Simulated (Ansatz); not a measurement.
## Bands, cutoff and cost in G0W0 for SnSe2/SnSe2 (1T bilayer)

How do accuracy and time trade against each other in G0W0 on SnSe2/SnSe2 (1T bilayer)?

Method: G0W0 on PBE, plane waves, PAW; PAW set soft_1, in Ansatz 0.2.0.

## Step 1: The starting structure

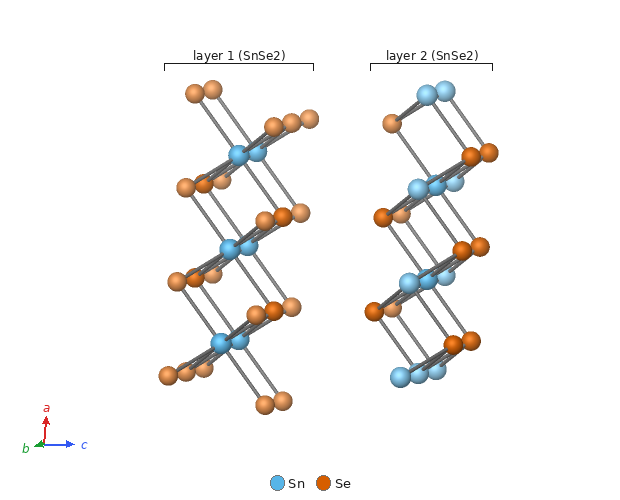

Start, viewed from the side, with the c axis across the page; tin blue, selenium orange. 2×1×1 cells are drawn. Some periodic images of atoms are drawn too.

The cell holds 6 atoms: 2 Sn and 4 Se. Its edges and angles: a = 3.823 Å, b = 3.823 Å, c = 43.300 Å, α = 90.0°, β = 90.0°, γ = 120.0°. Regions: layer 1 (SnSe2), 3 atoms (1 Sn and 2 Se); layer 2 (SnSe2), 3 atoms (1 Sn and 2 Se). Vacuum lies along c.

The structure was relaxed with PBE-D3(BJ). The runs that relaxed it are not among those shown. The Coulomb interaction is cut off across the vacuum.

## Step 2: 326 empty bands, screening to 41 eV

Now the one-shot GW correction: screening in the RPA, then the self-energy of the levels asked for. This step takes PAW set soft_1 files.

File input.yaml:

```yaml
crystal:
  lattice:
    - [3.8231287535, 0.0, 0.0]
    - [-1.9115643767, 3.3109266225, 0.0]
    - [0.0, 0.0, 43.3]
  atoms:
    - { symbol: Sn, position: [0.0, 0.0, 0.4207572842] }
    - { symbol: Se, position: [0.3333333333, 0.6666666667, 0.4577396926] }
    - { symbol: Se, position: [0.6666666667, 0.3333333333, 0.383790764] }
    - { symbol: Sn, position: [0.6666666667, 0.3333333333, 0.5792427158] }
    - { symbol: Se, position: [0.0, 0.0, 0.616209236] }
    - { symbol: Se, position: [0.3333333333, 0.6666666667, 0.5422603074] }
  periodic: [true, true, false]
kpoints:
  mp_grid: { grid: [6, 6, 1] }
hamiltonian:
  xc: pbe
  pseudopotentials: { kind: paw, azcp: { folder: soft_1 } }
scf:
  occupations: { method: fixed }
gw:
  n_empty_bands: 326
  ecut_chi: 41
  qp_bands: [v2, c2]
  qp_kpoints: band_edges
  screening: { model: contour_deformation }
```

On the command line:

```bash
> ansatz run input.yaml --threads 4 --pin off --max-ram 17510MiB --backend cpu --events-out ev --progress --plain --runs-dir out
```

Numbers of over 12 decimals in the logs are rounded to 6 here.

Output:

```text
Engine: ansatz 0.2.0, x86_64-unknown-linux-gnu
Pseudopotentials: kind: paw
Pseudopotential: Sn, paw, valence charge 14, recommended cutoff 420 eV (normal), soft_1/Sn.paw.azcp
Pseudopotential: Se, paw, valence charge 16, recommended cutoff 420 eV (normal), soft_1/Se.paw.azcp
Functional definition: PBE
  parameter kappa = 0.804
  parameter beta = 0.066725
  exchange = pbe_x(kappa = kappa, mu = beta*pi^2/3)
  correlation = pbe_c(beta = beta)
Crystal: 6 atoms, lattice volume = 548.096 Å³
Basis set: ecut = 420 eV, 10681 PW (Γ)
Bands: 56, of which v1, the nominal top of the filled ones, is band 46 counted from 1 (45 counted from 0)
Symmetry: 12 space group operations
Space group: P-3m1 (ITA 164), of the structure as read, at distance tolerance 8.2e-5 Å
k-points: 7 of 36
Non-local potential: Sn, projectors of the file, l = 0: 2, l = 1: 2, l = 2: 2, l = 3: 1
Non-local potential: Se, projectors of the file, l = 0: 2, l = 1: 2, l = 2: 3, l = 3: 1
PAW form: soft (Blöchl's): semilocal exchange-correlation on the pseudo side does not see the compensation charge
PAW one-centre angular grid: Sn, 590 points (default); XC on 64 Gauss nodes
PAW one-centre angular grid: Se, 590 points (default); XC on 64 Gauss nodes
Initial density: superposition of atomic densities (neutral atoms: chi_scale 0, normalization atom)
Initial wavefunctions: pseudopotential atomic-orbital guess
Functional: x = pbe(κ = 0.804, μ = 0.219515), c = pbe(β = 0.066725)
iter 1 solved again at ethr=2.25e-3 eV; its pass at ethr=3.10e-3 eV (dr2=2.07e0 eV) is discarded
SCF iter   1: F=—  HF=-33927.451430 eV  |F-HF|=—  |Δ(HF+E_count)|=         —  Δρ=1.59e-2  dr2=2.07e0  ethr=2.25e-3  ⟨swp⟩=1.7  Hψ=1865  notcnv=0  defer=56
preconditioner: auto → Resta (q_TF=auto, 2.026 Å⁻¹)  ε∞=1.5  [insulator: Δε(μ)=1.008 eV  Ē_g=15.803 eV  n_scr=80 (ndim 8)  ℏωp=11.4 eV  f_vac=0.687  ε∞_Penn≈1.5  vacuum switching on, ρ_ref=1.8e-2 e/Å³]
SCF iter   2: F=—  HF=-33926.933029 eV  |F-HF|=—  |Δ(HF+E_count)|=   5.18e-1  Δρ=6.95e-3  dr2=2.90e-1  ethr=2.25e-3  ⟨swp⟩=3.6  Hψ=641  notcnv=0  defer=56
SCF iter   3: F=—  HF=-33926.899919 eV  |F-HF|=—  |Δ(HF+E_count)|=   3.31e-2  Δρ=3.60e-3  dr2=6.66e-2  ethr=3.15e-4  ⟨swp⟩=3.4  Hψ=684  notcnv=0  defer=56
SCF iter   4: F=—  HF=-33926.898659 eV  |F-HF|=—  |Δ(HF+E_count)|=   1.26e-3  Δρ=1.06e-3  dr2=2.67e-2  ethr=7.23e-5  ⟨swp⟩=3.0  Hψ=534  notcnv=0  defer=56
SCF iter   5: F=—  HF=-33926.903153 eV  |F-HF|=—  |Δ(HF+E_count)|=   4.49e-3  Δρ=1.01e-3  dr2=6.46e-2  ethr=2.90e-5  ⟨swp⟩=3.7  Hψ=550  notcnv=0  defer=56  recentre
SCF iter   6: F=—  HF=-33926.897052 eV  |F-HF|=—  |Δ(HF+E_count)|=   6.10e-3  Δρ=3.56e-4  dr2=2.37e-3  ethr=2.90e-5  ⟨swp⟩=3.0  Hψ=481  notcnv=0  defer=56
SCF iter   7: F=—  HF=-33926.896955 eV  |F-HF|=—  |Δ(HF+E_count)|=   9.76e-5  Δρ=6.69e-5  dr2=4.76e-5  ethr=2.57e-6  ⟨swp⟩=2.7  Hψ=534  notcnv=0  defer=56
SCF iter   8: F=—  HF=-33926.896972 eV  |F-HF|=—  |Δ(HF+E_count)|=   1.76e-5  Δρ=2.34e-5  dr2=2.10e-6  ethr=5.17e-8  ⟨swp⟩=3.3  Hψ=783  notcnv=0  defer=56
SCF iter   9: F=—  HF=-33926.896975 eV  |F-HF|=—  |Δ(HF+E_count)|=   2.38e-6  Δρ=1.51e-5  dr2=1.71e-6  ethr=2.28e-9  ⟨swp⟩=3.0  Hψ=816  notcnv=0  defer=56
SCF iter  10: F=—  HF=-33926.896974 eV  |F-HF|=—  |Δ(HF+E_count)|=   1.03e-6  Δρ=7.03e-6  dr2=3.92e-7  ethr=1.86e-9  ⟨swp⟩=2.0  Hψ=680  notcnv=0  defer=55
SCF iter  11: F=-33926.896973 eV  HF=-33926.896973 eV  |F-HF|=6.65e-8  |Δ(HF+E_count)|=   2.59e-7  Δρ=2.31e-6  dr2=4.48e-8  ethr=1.09e-10  ⟨swp⟩=22.7  Hψ=2508  notcnv=0
SCF 1 converged in 11 iterations: F = -33926.896973 eV  dr2 = 4.48e-8
  greatest PAW one-centre occupation: 1.000 electrons in one spin orbital (limit 2), on the Se atom at site 4 (counted from 0), in its partial waves of l = 2
NSCF: frozen V_eff on 7 k-points
G₀W₀ screening: q 1/7
[... further progress lines ...]
SCF converged after 11 iterations
Free energy (F): -33926.896973 eV
Harris-Foulkes:  -33926.896973 eV  (|F-HF|=6.65e-8)
Internal energy: -33926.896973 eV  (E = F + TS)
E sigma→0 (E₀):  -33926.896973 eV
Fermi energy:    -5.946441 eV
--- Per-component energies (eV) ---
  E_band       = -2998.032093
  E_kinetic    = 778.866878
  E_local      = -410742.277871  (includes V_loc(G=0)·N_el)
  E_nonlocal   = -1127.306743
  E_hartree    = 205009.395443
  E_xc         = -590.347531
  E_vxc        = -519.880806  (∫ρ·V_xc dr)
  E_paw        = -17263.520425  (= ΣΔE_a)
  E_vpaw       = -1406.199129  (= ΣTr[D̂ρ^β])
  E_aug_tail   = -0.000947  (compensation charges beyond the density's cutoff)
  E_ewald      = 190008.294222
  E_smearing   = -0.000000  (= −TS)
  E_closure    = 0.000000  (closes the sum)
  Σ components = -33926.896973   (vs F -33926.896973, Δ=0.00e0)
--- Band table (eV; the first three rows and the last of 7) ---
  k-point 0: bands = [... 42 lower, -6.0584, -6.0584, -6.0089, -6.0089, -4.5685, -4.0181, -2.8714, -2.7917, ... 6 higher]
  k-point 1: bands = [... 42 lower, -7.0612, -6.5912, -6.0075, -5.9464, -3.8215, -3.5977, -2.1824, -1.9202, ... 6 higher]
  k-point 2: bands = [... 42 lower, -6.9980, -6.4505, -6.2267, -6.1554, -4.7374, -4.6188, -1.9457, -1.5796, ... 6 higher]
  k-point 6: bands = [... 42 lower, -7.1960, -6.8600, -6.8600, -6.5246, -4.1950, -4.1950, -1.0351, -0.8110, ... 6 higher]
  ° read free of the cell's end (the report's vacuum.weakly_bound_levels)
--- G₀W₀: contour deformation, 7 samples at zero and on the imaginary axis and 1 off it, 36 q-points, 326 empty bands' worth ---
  eigenvalues of the whole cell's RPA ε∞ on this k-mesh (on a slab, of 1 + 4πα/V) = 1.2471, 4.2277, 4.2277; static W/v taken at q = 0 is 0.397473
  bands read: the sum over 372 bands ends inside a degenerate multiplet in 1 slot, whose members it reads at an even weight; the widest, k=6: bands 372 to 373 (counted from 1) at 1/2 each
  gw.qp_kpoints: band_edges: 6 of 7 stored k-points solved, in 1 pass; an edge of the gap read off the rows below is read off those points alone
    valence top: of the k-points left out ik 6 came nearest to being solved in a further pass, in band 46 (counted from 1, as in the quasiparticle table): it holds the edge there only if its correction is more favourable than any solved in that band by at least 0.575 eV; those differ by 0.077 eV
    conduction bottom: of the k-points left out ik 6 came nearest to being solved in a further pass, in band 47 (counted from 1, as in the quasiparticle table): it holds the edge there only if its correction is more favourable than any solved in that band by at least 1.037 eV; those differ by 0.194 eV
    ik  band        ε_KS         Σx   Σc(E_QP)       V_xc       Z   E_QP_lin       E_QP  E_QP is
     0    45     -6.0089   -17.5260     1.8726   -15.5486  0.7233    -6.1141    -6.1137  root
     0    46     -6.0089   -17.5260     1.8726   -15.5486  0.7233    -6.1141    -6.1137  root
     0    47     -4.5685   -11.2983    -2.4969   -14.4665  0.7614    -3.8865    -3.8973  root
     0    48     -4.0181   -11.6577    -2.7149   -15.1347  0.7518    -3.2332    -3.2560  root
     1    45     -6.0075   -17.4501     1.9139   -15.4180  0.7229    -6.1261    -6.1256  root
     1    46     -5.9464   -17.5139     1.8919   -15.5136  0.7246    -6.0552    -6.0548  root
     1    47     -3.8215   -11.9300    -2.7540   -15.4704  0.7374    -3.0132    -3.0351  root
     1    48     -3.5977   -11.7876    -2.9209   -15.5113  0.7327    -2.7704    -2.7948  root
     2    45     -6.2267   -17.3417     2.0097   -15.1781  0.7174    -6.3815    -6.3806  root
     2    46     -6.1554   -17.4199     1.9816   -15.2959  0.7196    -6.2986    -6.2979  root
     2    47     -4.7374   -10.6755    -2.6463   -13.9869  0.7486    -4.0587    -4.0723  root
     2    48     -4.6188   -10.7905    -2.7088   -14.1878  0.7461    -3.9144    -3.9304  root
     3    45     -6.3526   -17.3094     2.0638   -15.0772  0.7131    -6.5222    -6.5210  root
     3    46     -6.2778   -17.3920     2.0329   -15.2022  0.7159    -6.4357    -6.4348  root
     3    47     -5.2317   -10.8789    -2.3408   -13.8175  0.7499    -4.6248    -4.6338  root
     3    48     -5.1511   -10.7667    -2.5182   -13.9284  0.7486    -4.4955    -4.5077  root
     4    45     -6.6177   -16.8900     2.1977   -14.4711  0.7099    -6.8409    -6.8389  root
     4    46     -6.2414   -17.2040     2.1170   -14.9076  0.7198    -6.4218    -6.4207  root
     4    47     -3.8569   -11.8828    -2.8198   -15.4949  0.7307    -3.0381    -3.0645  root
     4    48     -3.7248   -11.8653    -2.9086   -15.5770  0.7262    -2.8945    -2.9217  root
     5    45     -6.6830   -16.9469     2.2553   -14.4628  0.7038    -6.9142    -6.9118  root
     5    46     -6.3307   -17.1235     2.0913   -14.8507  0.7172    -6.5134    -6.5122  root
     5    47     -4.3703   -11.3892    -2.6031   -14.7037  0.7392    -3.6413    -3.6589  root
     5    48     -4.2779   -11.4335    -2.7188   -14.8989  0.7366    -3.5107    -3.5312  root
```

Run time: 1.8 min. Hardware: 4 threads of AMD EPYC 9R14 (Zen 4), shared host; peak memory 3.1 GiB.

The column dr2 measures how far the density is from self-consistency, as an energy; F and HF (Harris–Foulkes) agree once it is small.

Numbers from this step:

```yaml
bands_summed: 372
plane_waves_in_the_screening_matrix: 267
q_points_in_the_mesh: 36
g0w0_gap_on_the_mesh: 1.421 eV
k_of_the_valence_top: 0, 0.1667, 0
k_of_the_conduction_bottom: 0, -0.5, 0
starting_gap_on_the_mesh: 0.7148 eV
z_at_the_valence_top: 0.7246
z_at_the_conduction_bottom: 0.7499
least_direct_g0w0_gap_on_the_computed_points: 1.801 eV
```

The gap on the mesh goes from 0.71 eV to 1.42 eV, a correction of +0.71 eV. Between the two edge states, bare exchange in place of the xc potential would open the gap by 4.94 eV, and correlation takes back 4.23 eV.

## Step 3: 808 empty bands, screening to 75 eV

Bands and screening cutoff are moved together, since each hides the error of the other.

Edit input.yaml of step 2 so:

```diff
@@ -20,5 +20,6 @@
   occupations: { method: fixed }
+  convergence: { dr2_threshold: 1.0e-10 }
 gw:
-  n_empty_bands: 326
-  ecut_chi: 41
+  n_empty_bands: 808
+  ecut_chi: 75.0
   qp_bands: [v2, c2]
```

Output:

```text
[...]
Crystal: 6 atoms, lattice volume = 548.096 Å³
Basis set: ecut = 420 eV, 10681 PW (Γ)
Bands: 56, of which v1, the nominal top of the filled ones, is band 46 counted from 1 (45 counted from 0)
[... 1 set-up line as in the run before ...]
[...]
k-points: 7 of 36
[...]
SCF iter  13: F=-33926.896973 eV  HF=-33926.896973 eV  |F-HF|=5.46e-10  |Δ(HF+E_count)|=  5.17e-10  Δρ=7.27e-8  dr2=8.04e-11  ethr=1.00e-12  ⟨swp⟩=21.0  Hψ=2833  notcnv=0
SCF 1 converged in 13 iterations: F = -33926.896973 eV  dr2 = 8.04e-11
[...]
NSCF: frozen V_eff on 7 k-points
WARN: eigensolver did not converge (k=1): 2 band(s) unlocked after 6 eigensolves, warm-restarted (20 sweeps on the last) at ethr=1.46e-11 eV (storage-precision floor; scheduled 1.00e-12 eV) (lowest unlocked band 857, counted from 0; max residual 9.68e-4 eV among the unlocked bands, 9.68e-4 eV over every band; other slots of this pass that fall short are told together in one closing line; warning suppressed until the next SCF loop or pass starts)
G₀W₀ screening: q 1/7
[... further progress lines ...]
SCF converged after 13 iterations
Free energy (F): -33926.896973 eV
[...]
Internal energy: -33926.896973 eV  (E = F + TS)
E sigma→0 (E₀):  -33926.896973 eV
Fermi energy:    -5.946477 eV
[...]
--- Band table (eV; the first three rows and the last of 7) ---
  k-point 0: bands = [... 42 lower, -6.0585, -6.0585, -6.0089, -6.0089, -4.5686, -4.0181, -2.8715, -2.7918, ... 6 higher]
  k-point 1: bands = [... 42 lower, -7.0612, -6.5912, -6.0076, -5.9465, -3.8215, -3.5977, -2.1824, -1.9203, ... 6 higher]
  k-point 2: bands = [... 42 lower, -6.9980, -6.4506, -6.2267, -6.1554, -4.7374, -4.6189, -1.9457, -1.5797, ... 6 higher]
  k-point 6: bands = [... 42 lower, -7.1960, -6.8600, -6.8600, -6.5246, -4.1950, -4.1950, -1.0351, -0.8111, ... 6 higher]
  ° read free of the cell's end (the report's vacuum.weakly_bound_levels)
[...]
band pass: the eigensolver left bands unlocked in 1 slot; of largest residual, k=1: 1 band unlocked, the lowest band 858 (counted from 1), max residual 1.67e-4 eV over all its bands; `*` marks the rows of those k-points, and any row can be off: every row's sums read bands of every k-point
[...]
0    45     -6.0089   -17.5260     1.5842   -15.5485  0.7166    -6.4078    -6.4021  root
     0    46     -6.0089   -17.5260     1.5842   -15.5485  0.7166    -6.4078    -6.4021  root
     0    47     -4.5686   -11.2984    -2.7668   -14.4665  0.7573    -4.1645    -4.1672  root
     0    48     -4.0181   -11.6577    -3.0024   -15.1347  0.7473    -3.5360    -3.5436  root
     1    45     -6.0076   -17.4500     1.6241   -15.4180  0.7163    -6.4215    -6.4155  root *
     1    46     -5.9465   -17.5139     1.5976   -15.5136  0.7179    -6.3547    -6.3491  root *
     1    47     -3.8215   -11.9300    -3.0637   -15.4704  0.7326    -3.3378    -3.3449  root *
     1    48     -3.5977   -11.7876    -3.2342   -15.5113  0.7282    -3.0994    -3.1083  root *
     2    45     -6.2267   -17.3417     1.7346   -15.1781  0.7110    -6.6636    -6.6557  root
     2    46     -6.1554   -17.4199     1.7008   -15.2959  0.7131    -6.5857    -6.5786  root
     2    47     -4.7374   -10.6755    -2.9214   -13.9869  0.7447    -4.3433    -4.3474  root
     2    48     -4.6189   -10.7905    -2.9878   -14.1878  0.7421    -4.2045    -4.2093  root
[...]
5    45     -6.6830   -16.9469     2.0062   -14.4628  0.6984    -7.1725    -7.1609  root
     5    46     -6.3307   -17.1235     1.8194   -14.8507  0.7116    -6.7930    -6.7841  root
     5    47     -4.3703   -11.3892    -2.8958   -14.7037  0.7345    -3.9467    -3.9516  root
     5    48     -4.2780   -11.4335    -3.0156   -14.8989  0.7318    -3.8216    -3.8282  root
```

Elapsed: 8.8 min, on 4 threads; peak memory 8 GiB; 34 min of CPU time.

Numbers from this step:

```
bands summed                                 : 854
plane waves in the screening matrix          : 823
q-points in the mesh                         : 36
G0W0 gap on the mesh                         : 1.449 eV
k of the valence top                         : 0, 0.1667, 0
k of the conduction bottom                   : 0, -0.5, 0
starting gap on the mesh                     : 0.7147 eV
Z at the valence top                         : 0.7179
Z at the conduction bottom                   : 0.7459
least direct G0W0 gap on the computed points : 1.807 eV
```

Against the run with 6×6×1 mesh, 326 empty bands, screening to 41 eV, PAW set soft_1 files, the gap moves by +0.03 eV.

## Step 4: Side by side

Times are wall times on 4 threads of AMD EPYC 9R14 (Zen 4), shared host, good to a factor of about two.

| mesh | files | frequency | bands summed | cutoff (eV) | start (eV) | G0W0 (eV) | time | host memory (GiB) |
| --- | --- | --- | --- | --- | --- | --- | --- | --- |
| 6×6×1 | PAW set soft_1 | contour deformation | 372 | 41 | 0.715 | 1.421 | 1.8 min | 3.1 |
| 6×6×1 | PAW set soft_1 | contour deformation | 854 | 75 | 0.715 | 1.449 | 8.8 min | 8.0 |

How the two edges are built up, in eV (the quasiparticle level is the starting level plus Σx plus Σc less Vxc):

| run | edge | start | Σx | Σc | Vxc | Z | QP |
| --- | --- | --- | --- | --- | --- | --- | --- |
| 372 bands | valence top | -5.95 | -17.51 | 1.89 | -15.51 | 0.72 | -6.05 |
| 372 bands | conduction bottom | -5.23 | -10.88 | -2.34 | -13.82 | 0.75 | -4.63 |
| 854 bands | valence top | -5.95 | -17.51 | 1.60 | -15.51 | 0.72 | -6.35 |
| 854 bands | conduction bottom | -5.23 | -10.88 | -2.61 | -13.82 | 0.75 | -4.90 |

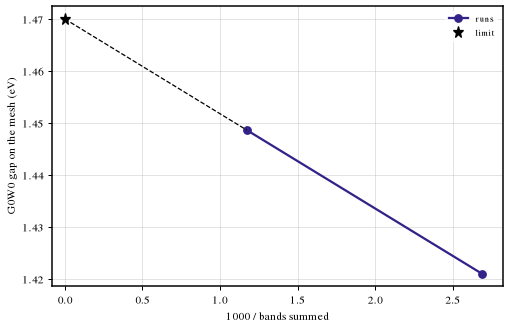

The gap against one over the number of bands; the dashed line carries the two highest rungs to the limit.

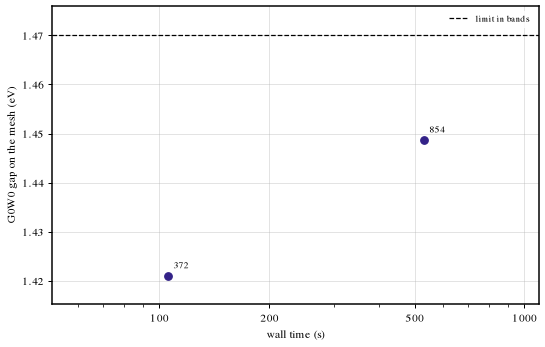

Result against wall time.

## Step 5: Results

```json
{"372 bands, 41 eV": "1.421 eV", "854 bands, 75 eV": "1.449 eV", "estimated limit in bands and cutoff": "1.47 eV", "mesh and start": "6×6×1, PBE"}
```

In words: A line in one over the bands through the two rungs gives 1.47 eV, +0.02 eV from the top rung; with two points alone it is an unchecked estimate. The rungs stand 0.05 eV (372 bands) and 0.02 eV (854 bands) from it. From 372 to 854 bands the gap moves by +0.03 eV while the time grows 5.0-fold. Σc changes by −0.29 eV at the valence top and −0.27 eV at the conduction bottom, so the levels themselves move more than the gap between them. The mesh in the plane is coarse for a sheet; gap and any exciton binding can still move on denser ones. The many-body steps are scalar-relativistic: spin-orbit coupling is not in them.

[Paths, hosts, dates, memory and timing lines, banners, echoed tables and standing remarks are left out of the program output.]

[Logs are printed without paths, hosts, clocks, repeated set-up lines and the standing remarks that a program may print on its own settings, such as how far it seeks lower states.]

[Runs of the session that timed out or met a known fault of the program may be left out.]

[Cells called generated may have been cut or substituted from an entry of the Crystallography Open Database or the Materials Project.]

[Hosts, paths, dates, database ids (printed as entryN), source tags and the programs' standing remarks are cut or masked in the printed files.]
